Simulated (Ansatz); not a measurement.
CH10B2Si2

```xyz
15

B    -1.4860   -0.9710   -0.5795
C    -0.4491   -0.9124    0.5654
Si    1.2094   -1.3929   -0.2824
B    -0.1933    0.5261    1.0771
Si    0.0824    2.2051   -0.0285
H    -2.3563   -1.8076   -0.5731
H    -1.4403   -0.1893   -1.4979
H    -0.5995   -1.6619    1.3596
H     2.3046   -1.3228    0.7260
H     1.5199   -0.4848   -1.4165
H     1.1086   -2.7965   -0.7733
H    -0.1614    0.7011    2.2754
H    -1.0766    3.1193    0.2312
H     1.3128    2.9112    0.4513
H     0.2029    2.0255   -1.5053
```

The calculation used Ansatz, RKS B3LYP-D4/def2-SVP.

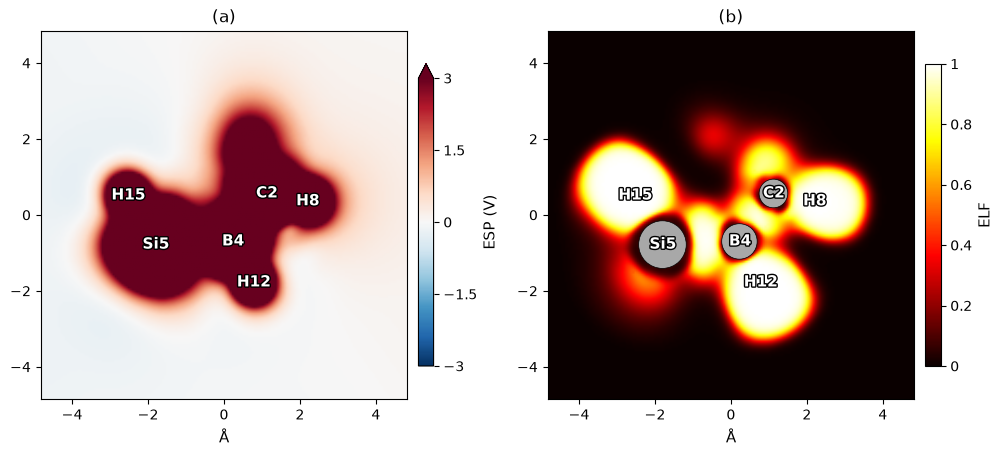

Figure 1. (a) electrostatic potential; (b) ELF on the plane of atoms C2, B4 and Si5. Grey discs cover the atomic cores in the ELF map.

Q: What does the map show?

A: The section cuts through C, B, Si and H sites.
C–B (1.55 Å): the ELF peaks at about 0.95 between the atoms (a covalent bond).
Si–B (2.03 Å): the ELF peaks at about 1 between the atoms, as expected for a shared electron pair.
C–H (1.10 Å): the ELF climbs to about 1 towards the hydrogen, as it does in any bond to H (an ordinary covalent bond to hydrogen).
B–H (1.21 Å): the ELF climbs to about 1 towards the hydrogen (an ordinary covalent bond to hydrogen).
Si–H (1.49 Å): the ELF climbs to about 1 towards the hydrogen.
The potential has no marked negative region in this plane.

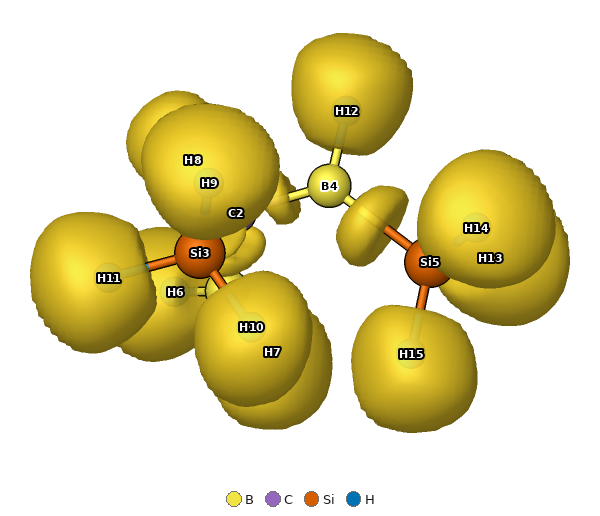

Figure 2. Isosurface of the ELF at 0.85 (yellow), seen from one side. Only the valence region is drawn (cores and ρ < 0.01 e/Å³ removed).

Q: Identify the bonds, lone pairs and shells in this picture.

A: The ELF exceeds this value in two regions between bonded B–C atoms (shared pairs), one region between bonded B–Si atoms (shared pairs), one region between bonded C–Si atoms (shared pairs) and ten regions around hydrogen nuclei. Along the contacts the grid gives the following. C–Si (1.92 Å): the ELF peaks at about 0.90 between the atoms (localised, covalent bonding).

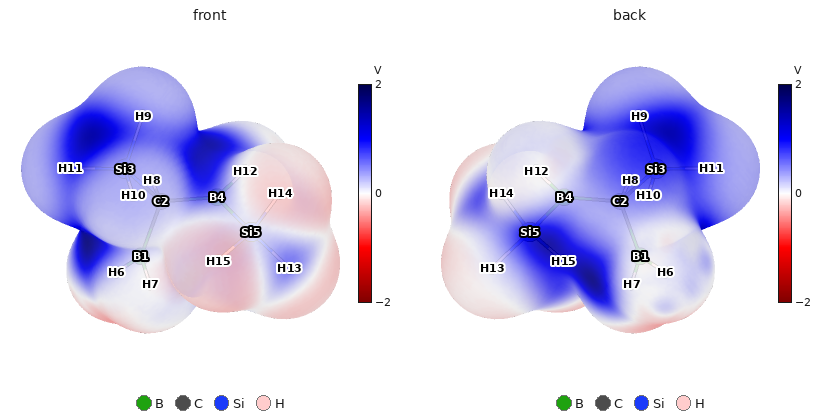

Figure 3. The electrostatic potential painted on the density surface at 0.002 e/bohr³, seen from the front and from behind; red is negative and blue positive.

Q: Which sites attract a positive test charge, and which a negative one?

A: A positive charge is drawn to the negative regions and a negative charge to the positive ones. The most negative region (about −0.3 V) lies over H6, the most positive (about +1.6 V) over B1 and Si3.
